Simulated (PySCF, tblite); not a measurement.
# C₅H₇BOSi: geometry, infrared bands and NMR shifts

What infrared bands and NMR shifts should C₅H₇BOSi (`C#CCC1=CBO[SiH2]1`) show?

Computed with tblite 0.8.0 and PySCF 2.14.0, with density-fitted response routines of our own, on a single molecule in the gas phase. Atoms count from 0, in the outputs and in this text.

### 1 The starting structure

15 atoms, charge 0, multiplicity 1; geometry from: force field or distance geometry start.

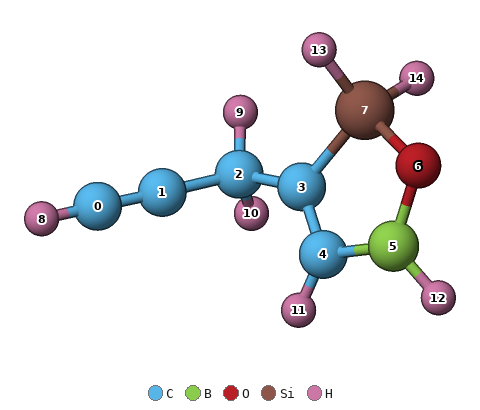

The starting geometry (carbon blue, boron green, oxygen red, silicon brown, hydrogen pink), atoms numbered.

### 2 Relaxing the molecule with GFN2-xTB

Job settings and geometry (Å):

```
{"job": {"kind": "relax", "xc": "GFN2-xTB", "basis": "xTB"}, "charge": 0, "multiplicity": 1}
C      3.084100     0.777800     0.725200
C      2.207700     0.015600     0.375100
C      1.172200    -0.928700    -0.027000
C     -0.162000    -0.215900    -0.109200
C     -0.493900     0.683700    -0.996000
B     -1.987200     1.140800    -0.840000
O     -2.714400     0.588800     0.312300
Si    -1.611900    -0.589600     0.930100
H      3.837700     1.453400     1.026700
H      1.110100    -1.756400     0.709500
H      1.414800    -1.350900    -1.026200
H      0.164500     1.011000    -1.797300
H     -2.578000     1.479600    -1.792900
H     -1.329100    -0.358400     2.345800
H     -2.118900    -1.943000     0.660100
```

Launch:

```bash
$ OMP_NUM_THREADS=1 python probes_run.py task.json out
```

One launch serves the whole session: the jobs run in the order shown.

Standard output:

```text
step      E/eV     max force
  0    -578.52378    3.541
  1    -578.76234    3.944
  2    -578.80085    4.522
  3    -578.96555    0.921
  4    -579.00196    0.581
  5    -579.04870    0.487
  6    -579.07808    0.461
  7    -579.09281    0.306
  8    -579.11134    0.314
  9    -579.12458    0.283
 10    -579.13380    0.253
 11    -579.13991    0.214
 12    -579.14630    0.231
 13    -579.15263    0.278
 14    -579.15863    0.248
 15    -579.16407    0.242
 16    -579.16916    0.182
 17    -579.17430    0.204
 18    -579.17904    0.192
 19    -579.18242    0.128
 20    -579.18464    0.121
 21    -579.18647    0.125
 22    -579.18837    0.131
 23    -579.19044    0.108
 24    -579.19230    0.097
 25    -579.19348    0.064
 26    -579.19414    0.067
 27    -579.19465    0.057
 28    -579.19515    0.065
 29    -579.19559    0.054
 30    -579.19592    0.047
 31    -579.19618    0.047
 32    -579.19643    0.055
 33    -579.19669    0.050
 34    -579.19691    0.034
 35    -579.19707    0.031
 36    -579.19723    0.037
 37    -579.19747    0.047
 38    -579.19780    0.051
 39    -579.19815    0.046
 40    -579.19843    0.044
 41    -579.19866    0.040
 42    -579.19888    0.035
 43    -579.19912    0.045
 44    -579.19936    0.043
 45    -579.19955    0.028
 46    -579.19970    0.029
 47    -579.19984    0.030
 48    -579.20000    0.033
 49    -579.20017    0.033
 50    -579.20033    0.031
 51    -579.20047    0.033
 52    -579.20063    0.033
 53    -579.20084    0.045
 54    -579.20110    0.045
 55    -579.20134    0.037
 56    -579.20151    0.029
 57    -579.20164    0.027
 58    -579.20174    0.021
 59    -579.20182    0.021
 60    -579.20186    0.019
 61    -579.20191    0.018
 62    -579.20196    0.020
 63    -579.20203    0.023
 64    -579.20210    0.022
 65    -579.20214    0.017
 66    -579.20218    0.013
 67    -579.20222    0.016
 68    -579.20226    0.020
 69    -579.20230    0.018
 70    -579.20233    0.012
 71    -579.20236    0.014
 72    -579.20240    0.020
 73    -579.20245    0.027
 74    -579.20251    0.024
 75    -579.20255    0.015
 76    -579.20259    0.017
 77    -579.20263    0.028
 78    -579.20273    0.046
 79    -579.20290    0.059
 80    -579.20314    0.054
 81    -579.20339    0.045
 82    -579.20370    0.053
 83    -579.20421    0.065
 84    -579.20510    0.083
 85    -579.20644    0.119
 86    -579.20788    0.143
 87    -579.20655    0.297
 88    -579.21039    0.124
 89    -579.21163    0.076
 90    -579.21366    0.092
 91    -579.21463    0.248
 92    -579.21550    0.065
 93    -579.21622    0.126
 94    -579.21687    0.067
 95    -579.21768    0.105
 96    -579.21936    0.097
 97    -579.22107    0.109
 98    -579.22291    0.206
 99    -579.22332    0.162
100    -579.22571    0.283
101    -579.22689    0.092
102    -579.22842    0.085
103    -579.23006    0.240
104    -579.23107    0.098
105    -579.23245    0.104
106    -579.23369    0.115
107    -579.23503    0.097
108    -579.23626    0.100
109    -579.23680    0.049
110    -579.23702    0.034
111    -579.23717    0.045
112    -579.23735    0.038
113    -579.23761    0.051
114    -579.23796    0.042
115    -579.23821    0.036
116    -579.23836    0.022
117    -579.23845    0.031
118    -579.23855    0.025
119    -579.23867    0.036
120    -579.23885    0.030
121    -579.23907    0.074
122    -579.23928    0.059
123    -579.23941    0.061
124    -579.23950    0.048
125    -579.23956    0.023
126    -579.23962    0.025
127    -579.23967    0.017
128    -579.23970    0.021
129    -579.23972    0.011
130    -579.23974    0.009
```

It took 0.72 s on 1 thread of Arm Neoverse V2, shared host.

Relaxation path: (not every step is listed)

| step | energy from step 0 (eV) | largest force (eV/Å) |
| --- | --- | --- |
| 0 | 0.0000 | 3.5412 |
| 1 | -0.2386 | 3.9436 |
| 2 | -0.2771 | 4.5223 |
| 3 | -0.4418 | 0.9214 |
| 4 | -0.4782 | 0.5813 |
| 5 | -0.5249 | 0.4867 |
| 6 | -0.5543 | 0.4606 |
| 7 | -0.5690 | 0.3065 |
| 8 | -0.5876 | 0.3136 |
| 19 | -0.6586 | 0.1281 |
| 30 | -0.6721 | 0.0465 |
| 41 | -0.6749 | 0.0396 |
| 52 | -0.6769 | 0.0334 |
| 63 | -0.6783 | 0.0229 |
| 74 | -0.6787 | 0.0243 |
| 85 | -0.6827 | 0.1189 |
| 96 | -0.6956 | 0.0970 |
| 107 | -0.7113 | 0.0968 |
| 118 | -0.7148 | 0.0248 |
| 125 | -0.7158 | 0.0226 |
| 126 | -0.7158 | 0.0254 |
| 127 | -0.7159 | 0.0169 |
| 128 | -0.7159 | 0.0212 |
| 129 | -0.7159 | 0.0114 |
| 130 | -0.7160 | 0.0091 |

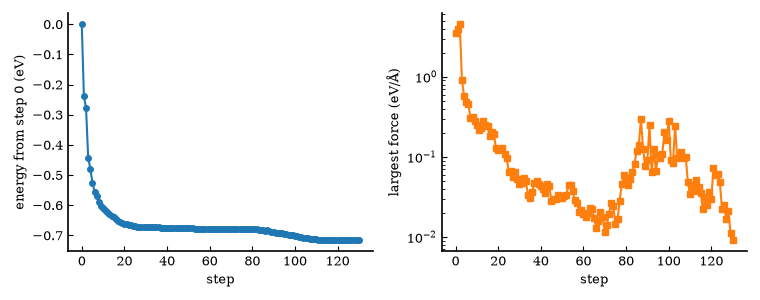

Energy and largest force along the relaxation.

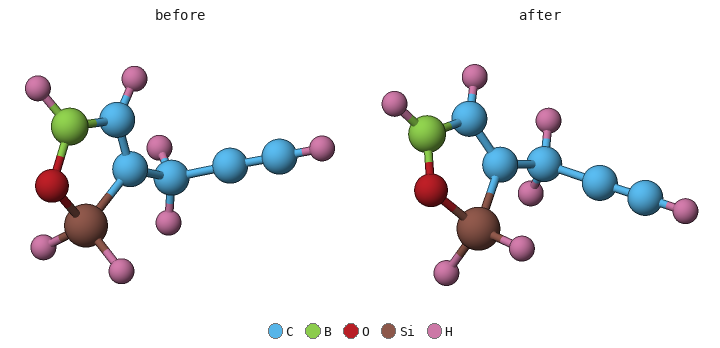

Before and after, at one scale.

Close pairs (by a distance rule), those that changed most:

| bond | before (Å) | after (Å) | change (Å) |
| --- | --- | --- | --- |
| B5–O6 | 1.470 | 1.354 | -0.116 |
| O6–Si7 | 1.728 | 1.652 | -0.076 |
| C3–Si7 | 1.823 | 1.898 | +0.075 |
| C3–C4 | 1.306 | 1.344 | +0.038 |
| C0–C1 | 1.213 | 1.197 | -0.016 |
| C2–H10 | 1.112 | 1.095 | -0.016 |
| C2–H9 | 1.110 | 1.096 | -0.014 |
| C2–C3 | 1.515 | 1.501 | -0.014 |

The final coordinates are the input of the step that follows.

### 3 Vibrational analysis with GFN2-xTB

Job settings and geometry (Å):

```
{"job": {"kind": "ir", "xc": "GFN2-xTB", "basis": "xTB"}, "charge": 0, "multiplicity": 1}
C      2.794695     0.391550     1.428126
C      2.130096    -0.149985     0.593325
C      1.300343    -0.769171    -0.421390
C     -0.098721    -0.227706    -0.362931
C     -0.733071     0.371568    -1.385148
B     -2.180920     0.816568    -0.994892
O     -2.475414     0.504263     0.289009
Si    -1.269487    -0.248806     1.130743
H      3.392001     0.850846     2.157674
H      1.279579    -1.849883    -0.240788
H      1.742276    -0.590343    -1.407672
H     -0.253591     0.506224    -2.348131
H     -2.979490     1.352401    -1.662322
H     -0.892795     0.626187     2.231601
H     -1.759917    -1.575725     1.488848
```

Standard output:

```text
mode    cm-1     km/mol
  1      29.5      0.71
  2      86.8      0.31
  3     176.0      2.17
  4     257.1      0.58
  5     257.9      0.69
  6     292.0      0.14
  7     317.0      0.19
  8     392.7      8.44
  9     469.9     22.76
 10     551.2      3.49
 11     577.8    114.13
 12     599.5      4.73
 13     625.3     37.44
 14     638.7     19.90
 15     663.8    101.64
 16     705.0     21.80
 17     725.9     48.11
 18     733.9    113.60
 19     776.2    230.98
 20     864.4     51.40
 21     886.7      9.88
 22     939.6      1.60
 23     997.3      9.23
 24    1050.6     78.73
 25    1127.2      1.60
 26    1147.0     24.57
 27    1182.2    274.24
 28    1246.0     16.48
 29    1281.8      2.74
 30    1430.7      3.90
 31    1587.5     58.86
 32    2291.9    311.33
 33    2293.1     36.59
 34    2324.2    238.02
 35    2630.6    203.00
 36    2919.1     26.57
 37    2937.2     31.41
 38    3027.6     83.35
 39    3397.8      4.04
```

It took 0.41 s on 1 thread of Arm Neoverse V2, shared host.

The strongest bands and the atoms that carry them (share of the mass-weighted mode):

| cm⁻¹ | km/mol | atoms |
| --- | --- | --- |
| 578 | 114.1 | H14 34 %, H13 31 %, Si7 13 % |
| 664 | 101.6 | H8 43 %, H14 18 %, H13 14 % |
| 734 | 113.6 | H14 28 %, H13 26 %, O6 26 %, Si7 10 % |
| 776 | 231.0 | Si7 27 %, O6 25 %, H14 19 %, H13 19 % |
| 1182 | 274.2 | B5 60 %, O6 24 % |
| 2292 | 311.3 | H14 92 % |
| 2324 | 238.0 | H13 95 % |
| 2631 | 203.0 | H12 92 % |

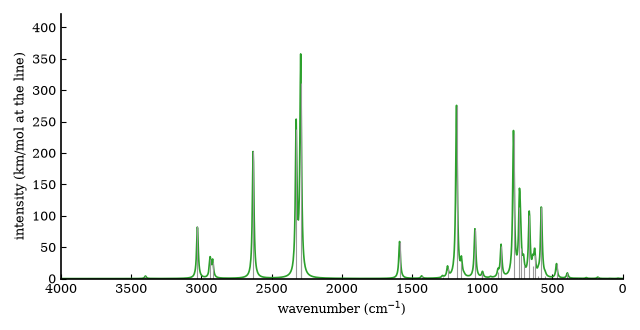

The infrared spectrum from these modes, unscaled. Lines are broadened to a width of 14 cm⁻¹ (Lorentzian).

### 4 Nuclear shieldings: PBE0/pcSseg-1

Same as in step 3 but for these lines:

```diff
@@ -1,2 +1,2 @@
-{"job": {"kind": "ir", "xc": "GFN2-xTB", "basis": "xTB"}, "charge": 0, "multiplicity": 1}
+{"job": {"kind": "nmr", "xc": "PBE0", "basis": "pcSseg-1"}, "charge": 0, "multiplicity": 1}
 C      2.794695     0.391550     1.428126
```

With the program's defaults for keys left out, this is: GIAO PBE0/pcSseg-1 NMR shielding, non-relativistic, gas phase.

Standard output:

```text
coarse grid: 13568 points
cycle   1  E = -583.5983071785  dE =  1.219e+00  |g| = 7.716e-01  |ddm| = 3.745e+00
cycle   2  E = -583.4246888472  dE =  1.736e-01  |g| = 1.226e+00  |ddm| = 1.883e+00
cycle   3  E = -583.7126053707  dE = -2.879e-01  |g| = 1.716e-01  |ddm| = 1.293e+00
cycle   4  E = -583.7186476017  dE = -6.042e-03  |g| = 6.423e-02  |ddm| = 1.991e-01
cycle   5  E = -583.7192995629  dE = -6.520e-04  |g| = 4.179e-02  |ddm| = 7.510e-02
cycle   6  E = -583.7197171746  dE = -4.176e-04  |g| = 6.359e-03  |ddm| = 3.265e-02
cycle   7  E = -583.7197266906  dE = -9.516e-06  |g| = 1.774e-03  |ddm| = 7.169e-03
final grid: 127992 points
cycle   8  E = -583.7768714303  dE = -3.129e-05  |g| = 9.508e-03  |ddm| = 4.037e-02
cycle   9  E = -583.7768453638  dE =  2.607e-05  |g| = 1.477e-02  |ddm| = 2.024e-02
cycle  10  E = -583.7768914906  dE = -4.613e-05  |g| = 1.795e-03  |ddm| = 1.251e-02
cycle  11  E = -583.7768921748  dE = -6.842e-07  |g| = 4.669e-04  |ddm| = 1.748e-03
cycle  12  E = -583.7768922192  dE = -4.440e-08  |g| = 2.113e-04  |ddm| = 5.037e-04
cycle  13  E = -583.7768922296  dE = -1.039e-08  |g| = 4.787e-05  |ddm| = 1.867e-04
cycle  14  E = -583.7768922301  dE = -5.539e-10  |g| = 1.364e-05  |ddm| = 5.851e-05
converged SCF energy = -583.7768922301

GIAO shielding tensors (ppm)
atom      isotropic    diamagn.    paramagn.     s11        s22        s33       span
  0 C      108.497     257.193    -148.696     36.913     42.160    246.419    209.506
  1 C      100.687     265.528    -164.840      1.114      6.281    294.667    293.553
  2 C      157.702     244.435     -86.733    143.773    157.096    172.237     28.464
  3 C        5.769     264.362    -258.593   -109.237    -18.150    144.693    253.930
  4 C       30.351     256.047    -225.696    -81.077     23.469    148.660    229.737
  5 B       55.187     194.792    -139.605     25.863     49.225     90.473     64.610
  6 O      156.757     395.732    -238.975    -22.341    138.994    353.619    375.961
  7 Si     355.274     881.024    -525.750    294.150    342.094    429.580    135.430
  8 H       30.118      34.276      -4.158     24.977     25.390     39.986     15.009
  9 H       28.266      27.451       0.815     24.873     26.736     33.189      8.315
 10 H       28.208      28.636      -0.427     23.670     27.643     33.313      9.643
 11 H       24.500      33.009      -8.509     20.012     25.347     28.141      8.129
 12 H       26.333      29.005      -2.672     24.896     26.047     28.057      3.161
 13 H       26.257      29.841      -3.584     22.649     25.603     30.519      7.870
 14 H       26.452      29.134      -2.682     22.995     25.137     31.223      8.228
```

Wall time 30 s (1 thread of Arm Neoverse V2, shared host); peak memory 0.81 GiB.

Shifts follow as δ = σ(reference) − σ, with reference shieldings (ppm) from runs at the same level and on the same kind of geometry: ¹H TMS 31.72, ¹³C TMS 186.9, ²⁹Si TMS 349.2, ¹⁷O H2O 336.1, ¹¹B BF3·OEt2 100.1. The references are single molecules in the gas phase, so shifts against H2O, NH3, PH3, H3PO4 or CFCl3 are not on the usual liquid scales and can be off by tens of ppm. Atoms listed in one row are averaged.

| atoms | environment | σ (ppm) | δ (ppm) | δ scaled to CDCl3 |
| --- | --- | --- | --- | --- |
| C3 | fully substituted alkene carbon | 5.8 | 181.2 | 174.9 |
| C4 | alkene CH | 30.4 | 156.6 | 150.9 |
| C1 | alkyne carbon | 100.7 | 86.2 | 82.3 |
| C0 | terminal alkyne carbon | 108.5 | 78.4 | 74.6 |
| C2 | allylic sp3 CH2 | 157.7 | 29.2 | 26.6 |
| H11 | hydrogen on an alkene CH | 24.50 | 7.22 | 6.91 |
| H12 | hydrogen on a boron bonded to C, O, in a 5-membered ring | 26.33 | 5.38 | – |
| H13, H14 | hydrogen on a silicon bonded to C, O, in a 5-membered ring | 26.35 | 5.36 | – |
| H9, H10 | hydrogen on an allylic sp3 CH2 | 28.24 | 3.48 | 3.39 |
| H8 | hydrogen on a terminal alkyne carbon | 30.12 | 1.60 | 1.61 |
| B5 | boron bonded to C, O, H, in a 5-membered ring | 55.2 | 44.9 | – |
| O6 | oxygen bonded to B, Si, in a 5-membered ring | 156.8 | 179.3 | – |
| Si7 | silicon bonded to C, O, 2 H, in a 5-membered ring | 355.3 | -6.1 | – |

The scaled column applies a straight-line fit of computed shieldings to shifts measured in CDCl3 (root-mean-square error 0.16 ppm for H, 1.9 ppm for C).

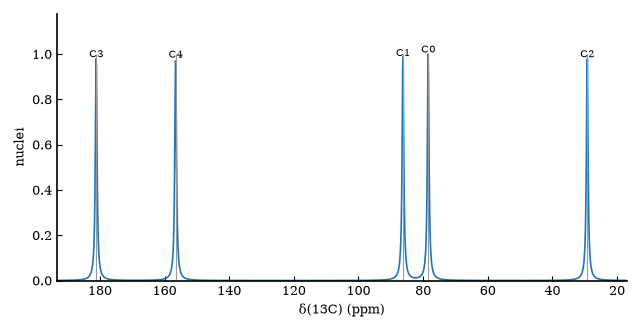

¹³C lines at the computed shifts, without couplings. Lines are broadened to a width of 0.61 ppm (Lorentzian).

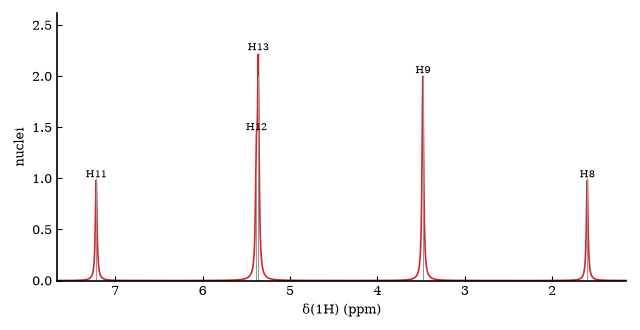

¹H lines at the computed shifts, without couplings. Lines are broadened to a width of 0.02 ppm (Lorentzian).

The run also stored atomic charges by several schemes (e):

| atoms | Mulliken | IAO | Hirshfeld | ESP fit |
| --- | --- | --- | --- | --- |
| C0 | -0.35 | -0.25 | -0.12 | -0.60 |
| C1 | 0.13 | -0.03 | -0.04 | 0.22 |
| C2 | -0.03 | -0.28 | -0.05 | -0.41 |
| C3 | -0.49 | -0.22 | -0.06 | 0.10 |
| C4 | -0.27 | -0.30 | -0.12 | -0.45 |
| B5 | 0.48 | 0.25 | 0.18 | 0.50 |
| O6 | -0.59 | -0.63 | -0.26 | -0.51 |
| Si7 | 0.87 | 0.99 | 0.42 | 0.61 |

IAO charges:

C0 -0.25; C1 -0.03; C2 -0.28; C3 -0.22; C4 -0.30; B5 0.25; O6 -0.63; Si7 0.99; H8 0.20; H9 0.17; H10 0.17; H11 0.15; H12 0.00; H13 -0.12; H14 -0.12

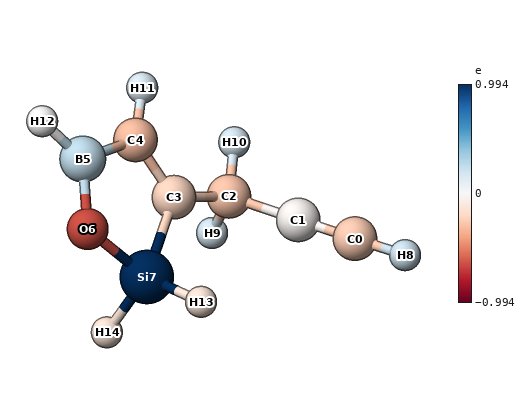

IAO charges, as colours on the atoms.

Mayer bond orders: C0–C1 2.58, C1–C2 1.04, C2–C3 1.01, C3–C4 1.85, C4–B5 0.93, B5–O6 1.17, O6–Si7 0.92, Si7–C3 0.86.

Ring of atoms C3, C4, B5, O6, Si7: NICS(0) -1.1, NICS(1) -3.0, NICS(1)zz -2.1 ppm (means of both faces).

The fields below are evaluated on a grid from the run's orbitals.

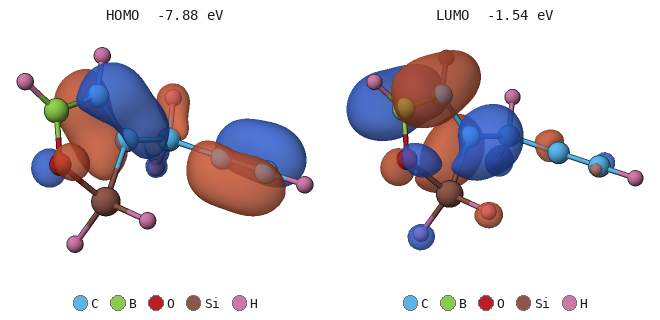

Frontier orbitals at PBE0/pcSseg-1; each surface holds 70 % of the orbital's density, blue and red mark the sign.

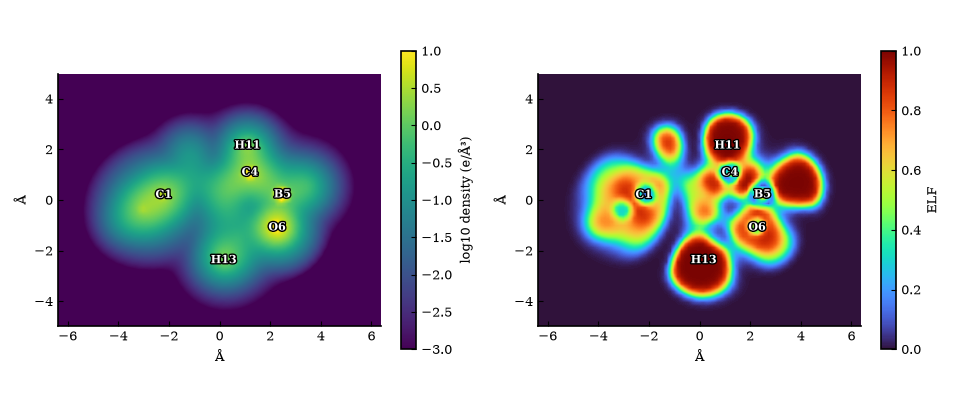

Density (left) and ELF (right) in a plane through or near 6 of the atoms.

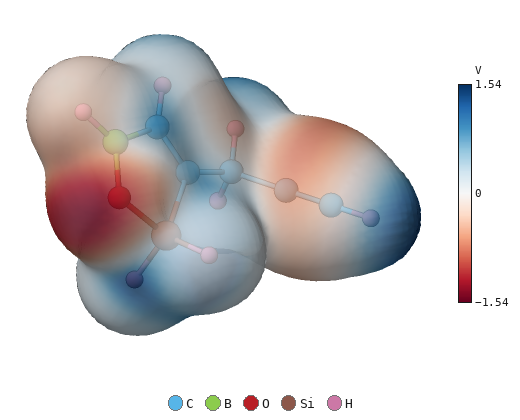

Electrostatic potential on the surface of density 0.002 e/bohr³; red is low, blue high. It runs from -1.27 V near O6 to 1.54 V near H14.

### 5 Summary of results

| quantity | value |
| --- | --- |
| strongest single infrared mode (GFN2-xTB) | 2292 cm⁻¹, 311 km/mol |
| zero-point energy (GFN2-xTB) | 63.5 kcal/mol |
| ¹³C shifts against TMS (PBE0/pcSseg-1) | 181.2, 156.6, 86.2, 78.4, 29.2 ppm |
| ¹H shifts against TMS (PBE0/pcSseg-1, means over atoms taken as alike) | 7.22, 5.38, 5.36, 3.48, 1.60 ppm |
| ¹¹B shifts against BF3·OEt2 (PBE0/pcSseg-1) | 44.9 ppm |
| ¹⁷O shifts against H2O (PBE0/pcSseg-1) | 179.3 ppm |
| ²⁹Si shifts against TMS (PBE0/pcSseg-1) | -6.1 ppm |
| surface potential, least and greatest | -1.27 V and 1.54 V |

In words: Relaxing lowered the energy by 0.716 eV in 130 steps; the close pair that moved most is B5–O6, from 1.470 to 1.354 Å. All 39 modes are real, so the xTB geometry is a minimum. GFN2-xTB is a fitted tight-binding method: band positions and strengths are rough. Its intensities can rank the bands wrongly. H11 (hydrogen on an alkene CH) lies farthest downfield among hydrogen, at 7.22 ppm; olefinic region. At PBE0/pcSseg-1: The widest tensor belongs to O6: span 376 ppm, with a paramagnetic part of -239 ppm. By nearest atom (PBE0/pcSseg-1), the HOMO sits on C0, C1, C4 about 21 % each; C3 18 % and the LUMO on C3 28 %; B5 24 %.
